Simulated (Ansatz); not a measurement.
An ideal cubic perovskite cell is held by its symmetry; such compounds can tilt or shift off centre at room temperature.

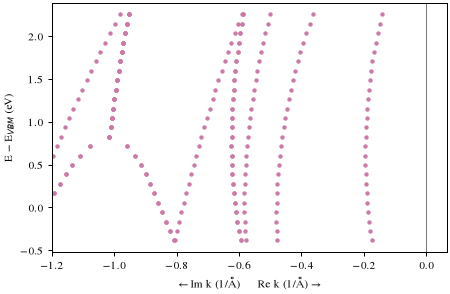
Fig. 1. Complex bands at the centre of the two-dimensional zone; r2SCAN in Ansatz (a first-principles code)

No gap correction and no spin-orbit coupling; mid-gap is the computed energy nearest the middle.

Q: This is CsPbBr3 (Pm-3m, cubic perovskite, 5 atoms a cell, 42.1 Å³ an atom) along the normal of (001). Read off the slowest decay at the centre of the two-dimensional zone at 1.04 eV, the computed energy nearest the middle of the gap.

A: κ ≈ 0.19 1/Å, a decay length 1/(2κ) of the density of 2.6 Å.
